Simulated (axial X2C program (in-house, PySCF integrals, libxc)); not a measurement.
**A two-component session on TeSi: EOM-EE-CCSD levels**

Aim: EOM-EE-CCSD levels of TeSi, with spin–orbit coupling in the Hamiltonian from the start.

The runs use an in-house X2C program for linear molecules on PySCF integrals; two-component X2C with atomic mean-field terms, Te dyall-acv3z, Si dyall-av3z.

All values are calculated.

## Step 1: Input

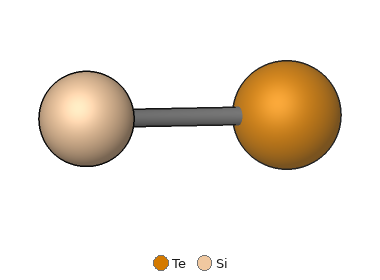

The two atoms at 2.350 Å (tellurium orange, silicon light orange).

task.json

```json
{
 "zs": [
  52,
  14
 ],
 "q": 0,
 "bas": [
  "dyall-acv3z",
  "dyall-av3z"
 ],
 "r0": 2.35,
 "eom": "ee",
 "thr": -1.0,
 "nmax": 88
}
```

Keys: zs atomic numbers; q charge; bas basis sets; r0 starting distance in Å; eom kind of EOM run; thr threshold in hartree for freezing inner shells (an s shell follows its p shell); nmax most natural virtual spinors.

On the command line:

```console
python soeom.py task.json out
```

Nuclei are Gaussian, cores are contracted, and the Gaunt term is on.

## Step 2: EOM-EE-CCSD at 2.277 Å

Reference: the closed shell TeSi; 10 electrons correlated, 88 virtual spinors; roots sought by Ω: 0: 5, 1: 4, 2: 3, 3: 1.

Output:

```text
two-component X2C + atomic mean field  HF
basis functions 202  fitting functions 1041  grid points 5081
iter        total energy     max residual
   1      -7077.579622911     2.73e-01
   2      -7077.604397012     5.47e-03
   3      -7077.605303297     3.08e-03
   4      -7077.605522408     1.81e-03
   5      -7077.605599991     5.27e-04
   6      -7077.605615202     3.07e-04
   7      -7077.605621975     1.25e-04
   8      -7077.605623171     4.65e-05
   9      -7077.605623433     3.10e-05
  10      -7077.605623508     1.96e-05
  11      -7077.605623568     6.33e-06
  12      -7077.605623575     6.89e-07
  13      -7077.605623575     1.55e-07
converged
one-electron -10052.30805345  Coulomb 3004.70221209  exact exchange -195.10625798  xc functional 0.00000000  nuclear repulsion 169.18797082  atomic mean-field constant -4.08149505
correlated 10  virtual 282  natural virtual 88  E(MP2) -0.227947376  MP2 remainder -0.025617631
iter   CCSD correlation   residual
   1     -0.212336668   1.65e-01
   2     -0.220686128   7.29e-02
   3     -0.223755826   3.28e-02
   4     -0.223902681   1.07e-02
   5     -0.223977090   4.07e-03
   6     -0.223977072   1.45e-03
   7     -0.223979451   4.54e-04
   8     -0.223982508   2.08e-04
   9     -0.223981023   1.13e-04
  10     -0.223981950   5.83e-05
  11     -0.223981195   2.37e-05
  12     -0.223981373   1.06e-05
  13     -0.223981369   5.06e-06
(T) -0.014368089  T1 0.0407  D1 0.0672  max T2 0.070
EOM-EE-CCSD roots
2*Omega      energy/Eh   energy/eV  one-particle weight
    0       0.08683747      2.3630      0.942
    0       0.09667331      2.6306      0.941
    0       0.09895000      2.6926      0.940
    0       0.12124775      3.2993      0.909
    0       0.12293204      3.3452      0.913
    2       0.08685997      2.3636      0.940
    2       0.09805864      2.6683      0.939
    2       0.11280869      3.0697      0.925
    2       0.12198465      3.3194      0.914
    4       0.09922565      2.7001      0.937
    4       0.10533595      2.8663      0.928
    4       0.12941148      3.5215      0.903
    6       0.10012184      2.7245      0.938
```

T1 in the output is the amplitude norm over the root of the electron number; divide by √2 for the Lee–Taylor value.

```csv
Ω,excitation (eV),hole,particle,singles weight
0⁻,2.363,"40% Te pπ, 19% Si pσ, 13% Si pπ","58% Si pπ, 16% Te dπ, 13% Te pπ",0.94
1,2.364,"61% Te pπ, 25% Si pπ, 7% Si dπ","57% Si pπ, 18% Te dπ, 13% Te pπ",0.94
0⁺,2.631,"44% Si pσ, 28% Te pσ, 16% Si sσ","60% Si pπ, 13% Te dπ, 11% Te pπ",0.94
1,2.668,"35% Si pσ, 23% Te pσ, 15% Te pπ","60% Si pπ, 15% Te dπ, 12% Te pπ",0.94
0⁻,2.693,"45% Si pσ, 29% Te pσ, 17% Si sσ","61% Si pπ, 13% Te dπ, 11% Te pπ",0.94
2,2.700,"34% Si pσ, 22% Te pσ, 17% Te pπ","53% Si pπ, 17% Te pπ, 14% Te dπ",0.94
3,2.724,"61% Te pπ, 25% Si pπ, 7% Si dπ","51% Si pπ, 18% Te pπ, 17% Te dπ",0.94
2,2.866,"61% Te pπ, 25% Si pπ, 7% Si dπ","58% Si pπ, 17% Te dπ, 12% Te pπ",0.93
1,3.070,"67% Te pπ, 19% Si pπ, 8% Si dπ","57% Si pπ, 18% Te dπ, 13% Te pπ",0.93
0⁺,3.299,"61% Te pπ, 16% Si pπ, 7% Si dπ","58% Si pπ, 16% Te dπ, 12% Te pπ",0.91
1,3.319,"67% Te pπ, 19% Si pπ, 8% Si dπ","51% Si pπ, 18% Te pπ, 17% Te dπ",0.91
0⁻,3.345,"62% Te pπ, 16% Si pπ, 7% Si dπ","57% Si pπ, 17% Te dπ, 13% Te pπ",0.91
2,3.521,"63% Te pπ, 17% Si pπ, 7% Si dπ","52% Si pπ, 17% Te pπ, 16% Te dπ",0.90
```

Wall time 21 s (1 thread of AMD EPYC 7R43 (Zen 3), shared host); peak memory 0.64 GiB.

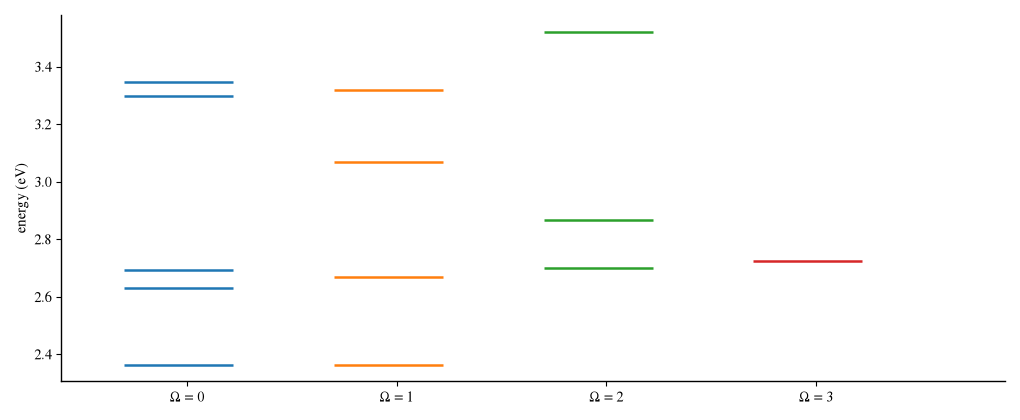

The roots by Ω, from the closed-shell reference.

## Step 3: What came out

| quantity | value |
| --- | --- |
| lowest root at 2.277 Å | Ω = 0⁻, 2.363 eV |
| next root led by one particle | Ω = 1, about 0 cm⁻¹ higher |
| T1 of the reference | 0.029 |

**Reading.** The lowest root lies 2.36 eV above the closed-shell reference. Errors of 0.1 to 0.3 eV are usual at this size, and roots led by higher excitations are left out, so the list is incomplete, and low states of that kind can be missing. T1 or the largest double amplitude of the reference is raised, which lowers the reliability.
